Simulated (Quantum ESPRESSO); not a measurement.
# MgS (F-43m): zone-centre phonons, part 2 of 4

Aim: the zone-centre modes of MgS (F-43m).

Quantum ESPRESSO 7.5; DFT LDA, scalar-relativistic, plane waves, JTH PAW pseudopotentials.

So far. Step 2 (A first look): A gap of 3.2 eV opens on this mesh, so the crystal is taken as an insulator; the start stands at -2.0 GPa. Step 4 (Self-consistent run for the response): The cell stands at -0.035 GPa, close enough for phonons.

## (5) Zone-centre response

At q = 0 one unit cell holds all displacements; symmetry groups them into irreducible representations that are solved one by one. The response to a field gives ε∞ and the Born charges, which polar modes need.

ph.in reads:

```
phonons
 &inputph
    prefix='x',
    outdir='./tmp',
    fildyn='g.dyn',
    tr2_ph=1.0d-18,
    epsil=.true.,
 /
0.000000000000 0.000000000000 0.000000000000
```

Launch:

```console
$ OMP_NUM_THREADS=1 mpirun -n 4 ph.x -nk 4 -in ph.in > ph.out
```

The log of the run:

```text
[banners, grids, parts of the stress and lines that vanish by symmetry left out]
[banner, memory and clock lines left out]
Program PHONON v.7.5

     ./tmp/x.save/

     file Mg.upf: wavefunction(s)  3P renormalized
     file S.upf: wavefunction(s)  3S 0S 3P 0P renormalized

     IMPORTANT: XC functional enforced from input :
     Exchange-correlation= PW
                           (   1   4   0   0   0   0   0)
     Any further DFT definition will be discarded
     Please, verify this is what you really want

     G-vector sticks info

     Check: negative core charge=   -0.000003

     negative rho (up, down):  5.409E-02 0.000E+00
     Reading collected, re-writing distributed wavefunctions in ./tmp/

     Number and degeneracy of irreps per q-point
       N         xq(1)         xq(2)         xq(3)   N irreps
       1   0.000000000   0.000000000   0.000000000       2
        3   3

     Calculation of q =    0.0000000   0.0000000   0.0000000

     phonons

     bravais-lattice index     =            2
     lattice parameter (alat)  =      10.5796  a.u.
     unit-cell volume          =     296.0353 (a.u.)^3
     number of atoms/cell      =            2
     number of atomic types    =            2
     kinetic-energy cut-off    =      60.0000  Ry
     charge density cut-off    =     480.0000  Ry
     convergence threshold     =      1.0E-18
     beta                      =       0.7000
     number of iterations used =            4
     Exchange-correlation= PW
                           (   1   4   0   0   0   0   0)

     celldm(1)=   10.57957  celldm(2)=    0.00000  celldm(3)=    0.00000
     celldm(4)=    0.00000  celldm(5)=    0.00000  celldm(6)=    0.00000

     crystal axes: (cart. coord. in units of alat)
               a(1) = ( -0.5000  0.0000  0.5000 )
               a(2) = (  0.0000  0.5000  0.5000 )
               a(3) = ( -0.5000  0.5000  0.0000 )

     reciprocal axes: (cart. coord. in units 2 pi/alat)
               b(1) = ( -1.0000 -1.0000  1.0000 )
               b(2) = (  1.0000  1.0000  1.0000 )
               b(3) = ( -1.0000  1.0000 -1.0000 )

     Atoms inside the unit cell:

     Cartesian axes

     site n.  atom      mass           positions (alat units)
        1  Mg     24.3050   tau(    1) = (    0.00000    0.00000    0.00000  )
        2  S      32.0600   tau(    2) = (   -0.75000    0.75000    0.75000  )

     Computing dynamical matrix for
                    q = (   0.0000000   0.0000000   0.0000000 )

     25 Sym.Ops. (with q -> -q+G )

     G cutoff = 1360.8717  (  52393 G-vectors)     FFT grid: ( 54, 54, 54)
     G cutoff =  680.4358  (  18643 G-vectors)  smooth grid: ( 40, 40, 40)
     number of k points=    29
                       cart. coord. in units 2pi/alat
        k(    1) = (   0.0000000   0.0000000   0.0000000), wk =   0.0039062
        k(    2) = (  -0.1250000   0.1250000  -0.1250000), wk =   0.0312500
        k(    3) = (  -0.2500000   0.2500000  -0.2500000), wk =   0.0312500
        [... further k-points left out ...]

     PseudoPot. # 1 for Mg read from file:
     ./pseudo/Mg.upf
     Pseudo is Projector augmented-wave + core cor, Zval = 10.0
     Shape of augmentation charge: SINC**2
     Using radial grid of  976 points,  4 beta functions with:
                l(1) =   0
                l(2) =   0
                l(3) =   1
                l(4) =   1
     Q(r) pseudized with 0 coefficients

     PseudoPot. # 2 for S  read from file:
     ./pseudo/S.upf
     Pseudo is Projector augmented-wave + core cor, Zval =  6.0
     Shape of augmentation charge: SINC**2
     Using radial grid of  999 points,  4 beta functions with:
                l(1) =   0
                l(2) =   0
                l(3) =   1
                l(4) =   1
     Q(r) pseudized with 0 coefficients

     Mode symmetry, T_d (-43m)  point group:

     Electric field:
     Dielectric constant
     Born effective charges as d Force / d E

     Atomic displacements:
     There are    2 irreducible representations

     Representation     1      3 modes -  To be done

     Representation     2      3 modes -  To be done

     Alpha used in Ewald sum =   2.8000

     negative rho (up, down):  5.409E-02 0.000E+00

     Electric Fields Calculation

      iter #   1   av.it.:   7.7
      thresh= 1.000E-02 alpha_mix =  0.700 |ddv_scf|^2 =  5.372E-08

      iter #   2   av.it.:  15.4
      thresh= 2.318E-05 alpha_mix =  0.700 |ddv_scf|^2 =  8.088E-09

      iter #   3   av.it.:  15.3
      thresh= 8.993E-06 alpha_mix =  0.700 |ddv_scf|^2 =  3.931E-11

      iter #   4   av.it.:  15.9
      thresh= 6.270E-07 alpha_mix =  0.700 |ddv_scf|^2 =  3.387E-13

      iter #   5   av.it.:  15.4
      thresh= 5.819E-08 alpha_mix =  0.700 |ddv_scf|^2 =  7.925E-16

      iter #   6   av.it.:  15.6
      thresh= 2.815E-09 alpha_mix =  0.700 |ddv_scf|^2 =  6.816E-18

      iter #   7   av.it.:  16.6
      thresh= 2.611E-10 alpha_mix =  0.700 |ddv_scf|^2 =  3.295E-20

     End of electric fields calculation

          Dielectric constant in cartesian axis

          (       4.197731022       0.000000000       0.000000000 )
          (       0.000000000       4.197731022       0.000000000 )
          (       0.000000000       0.000000000       4.197731022 )

          Effective charges (d Force / dE) in cartesian axis without acoustic sum rule applied (asr)

           atom    1  Mg    Mean Z*:        1.86575
      Ex  (        1.86575       -0.00000        0.00000 )
      Ey  (       -0.00000        1.86575        0.00000 )
      Ez  (        0.00000        0.00000        1.86575 )
           atom    2  S     Mean Z*:       -1.87270
      Ex  (       -1.87270        0.00000        0.00000 )
      Ey  (       -0.00000       -1.87270        0.00000 )
      Ez  (        0.00000        0.00000       -1.87270 )

          Effective charges Sum: Mean:       -0.00695
             -0.00695       -0.00000        0.00000
             -0.00000       -0.00695        0.00000
              0.00000        0.00000       -0.00695

          Effective charges (d Force / dE) in cartesian axis with asr applied:
           atom    1  Mg    Mean Z*:        1.86923
      E*x (        1.86923       -0.00000        0.00000 )
      E*y (       -0.00000        1.86923        0.00000 )
      E*z (        0.00000        0.00000        1.86923 )
           atom    2  S     Mean Z*:       -1.86923
      E*x (       -1.86923        0.00000       -0.00000 )
      E*y (        0.00000       -1.86923       -0.00000 )
      E*z (       -0.00000       -0.00000       -1.86923 )

     Representation #   1 modes #   1   2   3

     Self-consistent Calculation

      iter #   1   av.it.:   7.2
      thresh= 1.000E-02 alpha_mix =  0.700 |ddv_scf|^2 =  6.924E-08

      iter #   2   av.it.:  15.5
      thresh= 2.631E-05 alpha_mix =  0.700 |ddv_scf|^2 =  8.875E-09

      iter #   3   av.it.:  15.5
      thresh= 9.421E-06 alpha_mix =  0.700 |ddv_scf|^2 =  1.007E-10

      iter #   4   av.it.:  15.5
      thresh= 1.003E-06 alpha_mix =  0.700 |ddv_scf|^2 =  2.248E-13

      iter #   5   av.it.:  16.4
      thresh= 4.742E-08 alpha_mix =  0.700 |ddv_scf|^2 =  2.280E-15

      iter #   6   av.it.:  16.1
      thresh= 4.775E-09 alpha_mix =  0.700 |ddv_scf|^2 =  1.642E-17

      iter #   7   av.it.:  16.1
      thresh= 4.052E-10 alpha_mix =  0.700 |ddv_scf|^2 =  2.348E-19

     End of self-consistent calculation

     Convergence has been achieved

     Representation #   2 modes #   4   5   6

     Self-consistent Calculation

      iter #   1   av.it.:  10.3
      thresh= 1.000E-02 alpha_mix =  0.700 |ddv_scf|^2 =  4.274E-07

      iter #   2   av.it.:  16.0
      thresh= 6.538E-05 alpha_mix =  0.700 |ddv_scf|^2 =  1.098E-08

      iter #   3   av.it.:  16.4
      thresh= 1.048E-05 alpha_mix =  0.700 |ddv_scf|^2 =  1.209E-09

      iter #   4   av.it.:  15.8
      thresh= 3.477E-06 alpha_mix =  0.700 |ddv_scf|^2 =  2.126E-11

      iter #   5   av.it.:  16.2
      thresh= 4.611E-07 alpha_mix =  0.700 |ddv_scf|^2 =  1.895E-13

      iter #   6   av.it.:  15.9
      thresh= 4.353E-08 alpha_mix =  0.700 |ddv_scf|^2 =  8.724E-16

      iter #   7   av.it.:  16.0
      thresh= 2.954E-09 alpha_mix =  0.700 |ddv_scf|^2 =  3.973E-17

      iter #   8   av.it.:  16.6
      thresh= 6.303E-10 alpha_mix =  0.700 |ddv_scf|^2 =  1.816E-19

     End of self-consistent calculation

     Convergence has been achieved

     Number of q in the star =    1
     List of q in the star:
          1   0.000000000   0.000000000   0.000000000

          Dielectric constant in cartesian axis

          (       4.197731022       0.000000000       0.000000000 )
          (       0.000000000       4.197731022       0.000000000 )
          (       0.000000000       0.000000000       4.197731022 )

          Effective charges (d Force / dE) in cartesian axis without acoustic sum rule applied (asr)

           atom    1  Mg    Mean Z*:        1.86575
      Ex  (        1.86575       -0.00000        0.00000 )
      Ey  (       -0.00000        1.86575        0.00000 )
      Ez  (        0.00000        0.00000        1.86575 )
           atom    2  S     Mean Z*:       -1.87270
      Ex  (       -1.87270        0.00000        0.00000 )
      Ey  (       -0.00000       -1.87270        0.00000 )
      Ez  (        0.00000        0.00000       -1.87270 )

          Effective charges Sum: Mean:       -0.00695
             -0.00695       -0.00000        0.00000
             -0.00000       -0.00695        0.00000
              0.00000        0.00000       -0.00695

          Effective charges (d Force / dE) in cartesian axis with asr applied:
           atom    1  Mg    Mean Z*:        1.86923
      E*x (        1.86923       -0.00000        0.00000 )
      E*y (       -0.00000        1.86923        0.00000 )
      E*z (        0.00000        0.00000        1.86923 )
           atom    2  S     Mean Z*:       -1.86923
      E*x (       -1.86923        0.00000       -0.00000 )
      E*y (        0.00000       -1.86923       -0.00000 )
      E*z (       -0.00000       -0.00000       -1.86923 )

     Diagonalizing the dynamical matrix

     q = (    0.000000000   0.000000000   0.000000000 )

 **************************************************************************
     freq (    1) =       0.054260 [THz] =       1.809927 [cm-1]
     freq (    2) =       0.054260 [THz] =       1.809927 [cm-1]
     freq (    3) =       0.054260 [THz] =       1.809927 [cm-1]
     freq (    4) =      10.303486 [THz] =     343.687295 [cm-1]
     freq (    5) =      10.303486 [THz] =     343.687295 [cm-1]
     freq (    6) =      10.303486 [THz] =     343.687295 [cm-1]
 **************************************************************************

     Mode symmetry, T_d (-43m)  point group:

     freq (   1-   3) =          1.8  [cm-1]   --> T_2  G_15 P_4   I+R
     freq (   4-   6) =        343.7  [cm-1]   --> T_2  G_15 P_4   I+R
```

The job ended after 1.8 min (4 MPI ranks of Intel Xeon Platinum 8488C (Sapphire Rapids), shared host; 7.3 min of CPU time).

Numbers from this step:

| Quantity | Value |
| --- | --- |
| miss of the charge sum rule | 0.006950 e |
| largest acoustic frequency at the zone centre before the sum rule | 1.81 cm⁻¹ |
| highest optical zone-centre mode (no LO-TO term) | 343.7 cm⁻¹ |
| lowest optical zone-centre mode | 343.7 cm⁻¹ |
| mean high-frequency dielectric constant | 4.198 |
| largest Born charge in size (third of the trace) | 1.873 e |

Born charge (rows field, columns displacement), before the sum rule (e), principal values of the symmetric part by kind of site:

```
atom  atoms with these values    low  middle   high   mean
 Mg1                        1   1.87    1.87   1.87   1.87
  S2                        1  -1.87   -1.87  -1.87  -1.87
```

In full for S2:

```
-1.87  0.00  0.00
 0.00 -1.87  0.00
 0.00  0.00 -1.87
```

High-frequency dielectric tensor:

```
4.20 0.00 0.00
0.00 4.20 0.00
0.00 0.00 4.20
```

The acoustic modes at Γ come out as far as 1.8 cm⁻¹ from zero, where they should vanish, a small numerical error; the Born charges miss their sum rule by 0.0070 e, which is good.

## (6) Modes with the sum rule

A rigid shift of the crystal must cost nothing, but grids and finite bases break this; the acoustic sum rule is imposed before the matrix is diagonalised again. With Born charges the intensities follow, and the static dielectric tensor.

dynmat.in reads:

```
 &input
    fildyn='g.dyn',
    asr='simple',
    fileig='dynmat.eig',
    lperm=.true.,
 /
```

Launch:

```console
$ dynmat.x -in dynmat.in > dynmat.out
```

The log of the run:

```text
[banner, memory and clock lines left out]
Program DYNMAT v.7.5

     Reading Dynamical Matrix from file g.dyn
     ...Force constants read
     ...epsilon and Z* read
     A direction for q was not specified:TO-LO splitting will be absent

     Polarizability (A^3 units)
     multiply by 0.484048 for Clausius-Mossotti correction
        11.162950    0.000000    0.000000
         0.000000   11.162950    0.000000
         0.000000    0.000000   11.162950

     IR activities are in (D/A)^2/amu units

# mode   [cm-1]    [THz]      IR
    1     -0.00   -0.0000    0.0000
    2     -0.00   -0.0000    0.0000
    3     -0.00   -0.0000    0.0000
    4    343.68   10.3034    5.8310
    5    343.68   10.3034    5.8310
    6    343.68   10.3034    5.8310

Electronic dielectric permittivity tensor (relative, adimensional)
         4.197731    0.000000    0.000000
         0.000000    4.197731    0.000000
         0.000000    0.000000    4.197731

 ... with zone-center polar mode contributions
         6.597847    0.000000    0.000000
         0.000000    6.597847    0.000000
         0.000000    0.000000    6.597847
```

Elapsed: 0.75 s, on 1 thread.

Numbers from this step:

- mean static dielectric constant: 6.598

Unit eigenvectors of the mass-weighted matrix after the sum rule; no LO-TO term. The modes at Γ (shares of kinetic energy by element, %):

```
mode  frequency (cm⁻¹)  symmetry  Mg %  S %
   1               0.0  acoustic    43   57
   2               0.0  acoustic    43   57
   3               0.0  acoustic    43   57
   4             343.7        T2    57   43
   5             343.7        T2    57   43
   6             343.7        T2    57   43
```

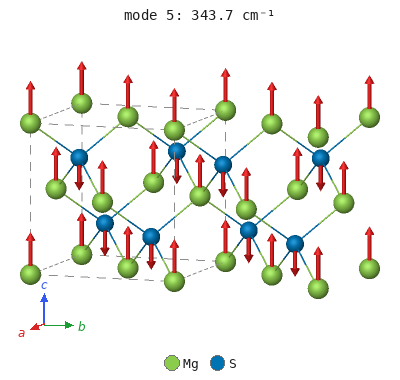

Displacement patterns of mode 5 at Γ; arrows are exaggerated. Bonds to atoms that aren't drawn are left out. 1×2×1 conventional cells are drawn. Some periodic images of atoms are drawn too.

Degenerate modes summed, no LO-TO term. Lines of the infrared spectrum (strongest = 100):

```
position (cm⁻¹)  lines merged  label  IR intensity, relative
            344             3     T2                     100
```

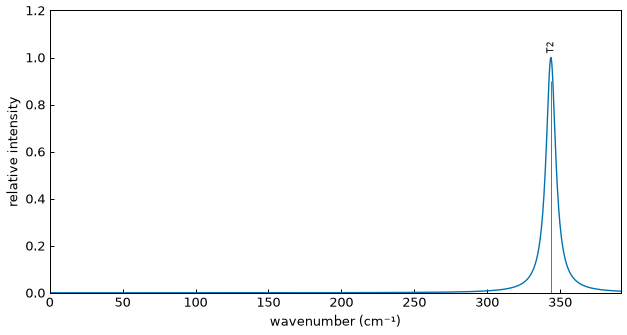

The infrared spectrum, broadened with Lorentzians of width 8 cm⁻¹; bars mark the lines.

Static dielectric tensor (ions relaxed, fixed cell):

```
6.60 0.00 0.00
0.00 6.60 0.00
0.00 0.00 6.60
```

The rule moves no optical mode by more than 0.1 cm⁻¹.

## (7) The LO-TO splitting (1 0 0)

A longitudinal polar mode sets up a macroscopic field that stiffens it; the term hangs on the direction from which q goes to zero.

dynmat.in reads:

```
 &input
    fildyn='g.dyn',
    asr='simple',
    fileig='dynmat.eig',
    q(1)=1.0,
    q(2)=0.0,
    q(3)=0.0,
 /
```

Launch:

```console
$ dynmat.x -in dynmat.in > dynmat.out
```

The log of the run:

```text
[banner, memory and clock lines left out]
Program DYNMAT v.7.5

     Reading Dynamical Matrix from file g.dyn
     ...Force constants read
     ...epsilon and Z* read

     Polarizability (A^3 units)
     multiply by 0.484048 for Clausius-Mossotti correction
        11.162950    0.000000    0.000000
         0.000000   11.162950    0.000000
         0.000000    0.000000   11.162950

     IR activities are in (D/A)^2/amu units

# mode   [cm-1]    [THz]      IR
    1     -0.00   -0.0000    0.0000
    2     -0.00   -0.0000    0.0000
    3      0.00    0.0000    0.0000
    4    343.68   10.3034    5.8310
    5    343.68   10.3034    5.8310
    6    430.88   12.9173    5.8310
```

Wall time 0.77 s (1 thread).

Read from the output:

| Item | Value |
| --- | --- |
| highest mode moved by the LO-TO term | 430.9 cm⁻¹ |

Zone-centre frequencies as printed; negative means imaginary. Modes:

```
mode  frequency (cm⁻¹)
   1                 0
   2                 0
   3                 0
   4             343.7
   5             343.7
   6             430.9
```

The field moves one mode, from 344 to 431 cm⁻¹; the others stay.

## (8) Self-consistent run for the response, volume × 0.94

Bonds stiffen under compression, so frequencies follow the volume; the atoms are not relaxed anew.

scf.in reads:

```
 &control
    calculation='scf',
    prefix='x',
    outdir='./tmp',
    pseudo_dir='./pseudo',
    tprnfor=.true.,
    tstress=.true.,
 /
 &system
    ibrav=2,
    celldm(1)=10.36359549,
    nat=2,
    ntyp=2,
    ecutwfc=60.0,
    ecutrho=480.0,
    occupations='fixed',
    nbnd=10,
 /
 &electrons
    conv_thr=1.0d-12,
    mixing_beta=0.7,
    electron_maxstep=100,
 /
ATOMIC_SPECIES
 Mg     24.3050  Mg.upf
 S      32.0600  S.upf
ATOMIC_POSITIONS crystal
 Mg     0.000000000   0.000000000   0.000000000
 S      0.750000000   0.750000000   0.750000000
K_POINTS automatic
 8 8 8 0 0 0
```

Launch:

```console
$ OMP_NUM_THREADS=1 mpirun -n 4 pw.x -nk 4 -in scf.in > scf.out
```

The log of the run:

```text
[banners, grids, parts of the stress and lines that vanish by symmetry left out]
[banner, memory and clock lines left out]
Program PWSCF v.7.5

[...]
kinetic-energy cutoff     =      60.0000  Ry
     charge density cutoff     =     480.0000  Ry
     scf convergence threshold =      1.0E-12
[...]
Exchange-correlation= SLA PW NOGX NOGC
                           (   1   4   0   0   0   0   0)
[...]
24 Sym. Ops. (no inversion) found
[...]
number of k points=    29
[...]
End of self-consistent calculation
[...]
highest occupied, lowest unoccupied level (ev):     4.2011    7.7633
!    total energy              =    -203.76127676 Ry
[...]
convergence has been achieved in  11 iterations
[...]
atom    1 type  1   force =     0.00000000    0.00000000    0.00000000
     atom    2 type  2   force =     0.00000000    0.00000000   -0.00000000
     Total force =     0.000000     Total SCF correction =     0.000000
[...]
total   stress  (Ry/bohr**3)                   (kbar)     P=       42.79
[...]
XML data file, charge density, pseudopotentials, collected wavefunctions
```

It took 7.6 s on 4 MPI ranks; 29 s of CPU time.

This step gave:

```yaml
volume_per_atom: 20.62 Å³
pressure: 4.279 GPa
gap_on_the_k_mesh: 3.562 eV
```

[end of part 2 of 4]

[Host names and launcher messages were left out of these logs when they were recorded.]

[Logs are printed without paths, hosts, clocks, repeated set-up lines and the standing remarks that a program may print on its own settings, such as how far it seeks lower states.]

[Hosts, paths, dates, database ids (printed as entryN), source tags and the programs' standing remarks are cut or masked in the printed files.]
